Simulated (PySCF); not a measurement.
# Excited-state calculation of C2H9NOSi

System: C2H9NOSi, SMILES CCO[SiH2]N.
Method: TDA B3LYP/IGLO-II, vertical, IEF-PCM methanol (non-equilibrium linear response), core orbitals frozen in the response (PySCF 2.14.0).

The geometry comes from this level: GFN2-xTB. It belongs to a series of runs on one base structure; here: solvent methanol; B3LYP/IGLO-II; 1 states, TDA; aux def2-qzvpp-jkfit.

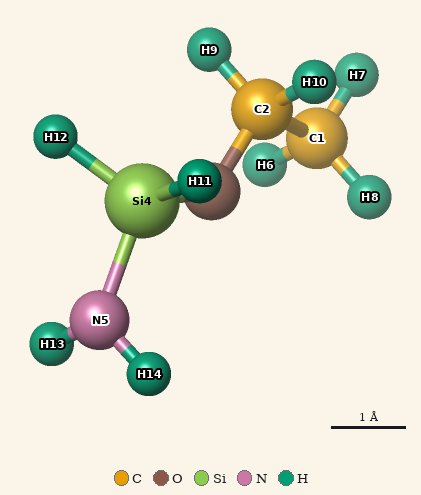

Figure 1. The structure (ball-and-stick view, seen at a tilt; atoms are numbered from 1 in the order of the input). Bond lengths as drawn: C–C 1.52 Å, C–H 1.09 to 1.10 Å, C–O 1.40 Å, H–N 1.01 Å, H–Si 1.46 Å, N–Si 1.72 Å and O–Si 1.63 Å.

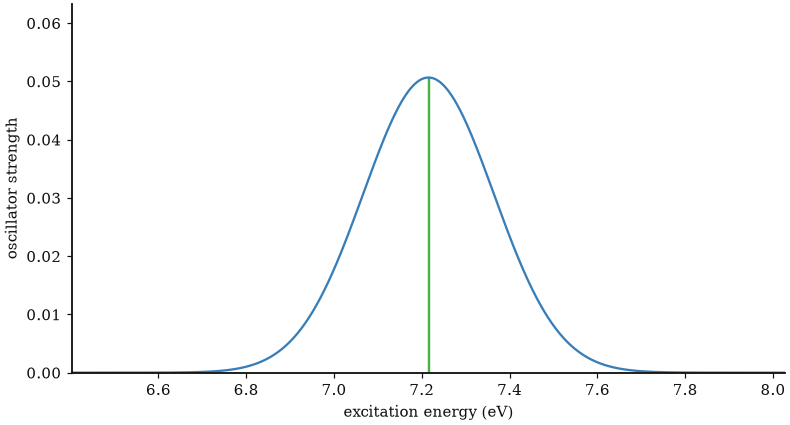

Figure 2. Computed excitations as sticks (degenerate states added up, dark ones marked on the axis), with a Gaussian envelope of 0.35 eV full width at half maximum, scaled to the tallest. Of the 1 states the lowest lies at 7.22 eV (f = 0.051); the strongest line is at 7.22 eV, or 172 nm (f = 0.051).

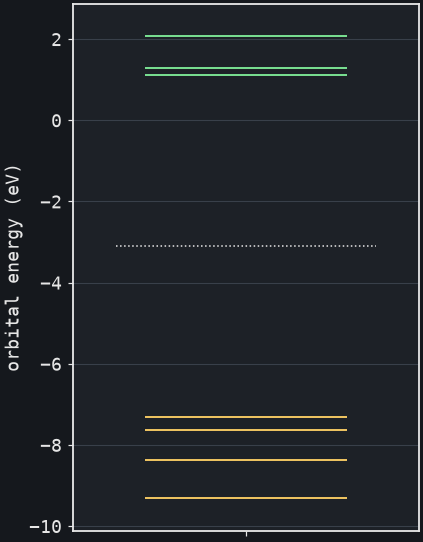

Figure 3. Orbital energies near the frontier; the dotted line parts filled from empty levels, and levels within 0.02 eV of each other stand side by side. Highest filled −7.32 eV, lowest empty 1.12 eV, 8.44 eV apart.

These pictures come from the run below.

## Input file
```
{"job": {"kind": "uv", "xc": "B3LYP", "basis": "IGLO-II", "solvent": "methanol", "nstates": 1, "ntriplets": 0, "tda": true, "scf": {"aux": "def2-qzvpp-jkfit"}}, "charge": 0, "multiplicity": 1}
C     -2.207213     0.719907    -0.138007
C     -1.163892    -0.169255     0.523216
O      0.080732     0.045354    -0.075650
Si     1.520176    -0.639780     0.248052
N      2.698074     0.016789    -0.815017
H     -2.272128     0.489120    -1.198293
H     -3.178749     0.560703     0.321922
H     -1.926454     1.764368    -0.028357
H     -1.444014    -1.225571     0.419014
H     -1.098926     0.054824     1.595934
H      1.948975    -0.324869     1.611277
H      1.474385    -2.081287     0.000641
H      2.622269    -0.197486    -1.796136
H      2.946087     0.986711    -0.705696
```

The first line tells a small driver script what to run in PySCF; the rest is the geometry in Å.

Launch command:
```bash
OMP_NUM_THREADS=1 python <driver script> task.json out
```

## What the program printed
```
final grid: 104896 points
cycle   1  E = -501.1100562944  dE =  4.012e-01  |g| = 8.723e-01  |ddm| = 2.626e+00
cycle   2  E = -500.8843759794  dE =  2.257e-01  |g| = 1.397e+00  |ddm| = 1.660e+00
cycle   3  E = -501.2431836756  dE = -3.588e-01  |g| = 1.349e-01  |ddm| = 1.219e+00
cycle   4  E = -501.2457117902  dE = -2.528e-03  |g| = 6.806e-02  |ddm| = 1.108e-01
cycle   5  E = -501.2465899525  dE = -8.782e-04  |g| = 1.227e-02  |ddm| = 4.104e-02
cycle   6  E = -501.2466154999  dE = -2.555e-05  |g| = 4.574e-03  |ddm| = 8.837e-03
cycle   7  E = -501.2466200237  dE = -4.524e-06  |g| = 3.686e-04  |ddm| = 2.694e-03
cycle   8  E = -501.2466200521  dE = -2.839e-08  |g| = 1.169e-04  |ddm| = 4.369e-04
cycle   9  E = -501.2466200550  dE = -2.949e-09  |g| = 3.041e-05  |ddm| = 1.174e-04
cycle  10  E = -501.2466200552  dE = -1.528e-10  |g| = 9.172e-06  |ddm| = 2.230e-05
converged SCF energy = -501.2466200552

Static polarisability (au): isotropic 72.700, principal 69.839 70.899 77.361

Singlet excitations
state   eV       nm        f      main configurations
  1   7.2152    171.8   0.05066   H->L 0.97
```

## Summary

```tsv
quantity	value
outcome	converged
total energy	−501.246620 hartree
HOMO	−7.32 eV
LUMO	1.12 eV
dipole moment	1.34 D
mean polarisability	72.70 a.u.
lowest excitation	7.22 eV
hardware	1 CPU thread, shared host
wall time	32 s
peak memory	0.79 GiB
```

## Notes

Settings chosen away from the usual ones: solvent methanol; B3LYP/IGLO-II; 1 states, TDA; aux def2-qzvpp-jkfit.
